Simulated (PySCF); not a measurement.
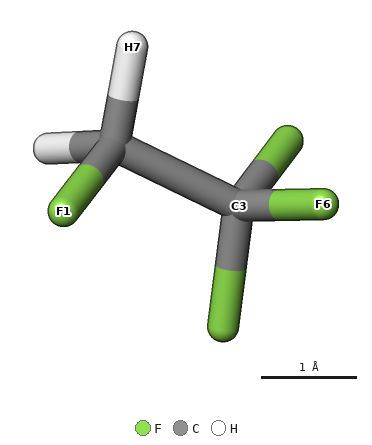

*The input geometry (stick view, seen at a tilt; atoms are numbered from 1 in the order of the input).*

**Frequency calculation of C$_{2}$H$_{2}$F$_{4}$**

System: C$_{2}$H$_{2}$F$_{4}$.
Method: PBE0/pcSseg-1 displacements along normal modes, gas phase (PySCF 2.14.0).

The input sets isotopic masses.

**What the program printed**
```
mode    cm-1    km/mol   phi_rrr   E(+)/cm-1  E(-)/cm-1
  1    101.50     6.16      13.5      21.41      21.27
  2    216.05     3.48      15.3      39.52      38.53
  3    351.98     1.29      -0.2      64.14      63.69
  4    412.83     0.81     -29.4      73.17      75.47
  5    532.03     2.48      -0.4      95.90      95.80
  6    550.57     9.05      36.9     100.42      97.90
  7    670.33    33.42     -21.5     119.90     121.44
  8    860.98    16.80    -121.5     150.64     159.47
  9    983.33    57.26       0.1     177.70     177.46
 10   1146.12    85.93    -381.5     193.37     220.55
 11   1213.34   302.67     335.9     231.00     206.99
 12   1216.02    84.50      -1.7     219.48     219.09
 13   1318.22   162.84       9.6     237.51     237.07
 14   1323.61   168.45       6.6     238.52     238.33
 15   1457.03    37.60      79.3     265.24     259.89
 16   1487.40     7.19      98.0     271.63     264.27
 17   3091.48    11.32   -1324.4     511.58     606.68
 18   3158.26     8.01      13.3     571.93     570.99
```

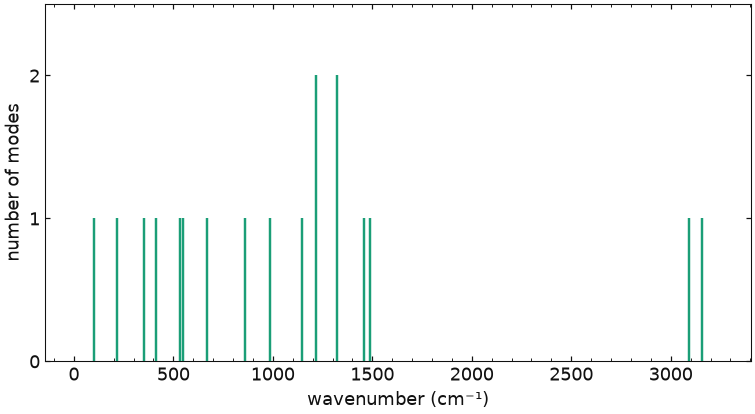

*Harmonic vibrational wavenumbers from the force constants; neighbouring modes closer than 14 cm⁻¹ are counted in one stick.*

18 modes from 102 to 3158 cm⁻¹, none imaginary.

This output came from the following input.

**The input**
```
{"job": {"xc": "PBE0", "basis": "pcSseg-1", "grid": 2, "temperatures": [250, 400], "kind": "vib", "mass_numbers": [19, 12, 12, 19, 19, 19, 1, 1]}, "charge": 0, "multiplicity": 1}
F      1.302877     0.044341    -1.217666
C      0.785186     0.111054     0.044714
C     -0.711814    -0.087684    -0.015547
F     -1.033498    -1.275532    -0.530346
F     -1.212685    -0.022553     1.227105
F     -1.307172     0.852095    -0.751800
H      0.992804     1.094455     0.479229
H      1.220531    -0.678528     0.666051
```

The first line tells a small driver script what to run in PySCF; the rest is the geometry in Å.

Launched with:
```bash
OMP_NUM_THREADS=1 python <driver script> task.json out
```

**Key numbers**

```tsv
quantity	value
outcome	converged
wavenumbers, lowest and highest	102 and 3158 cm⁻¹
hardware	1 CPU thread, shared host
wall time	2.5 min
peak memory	0.62 GiB
```
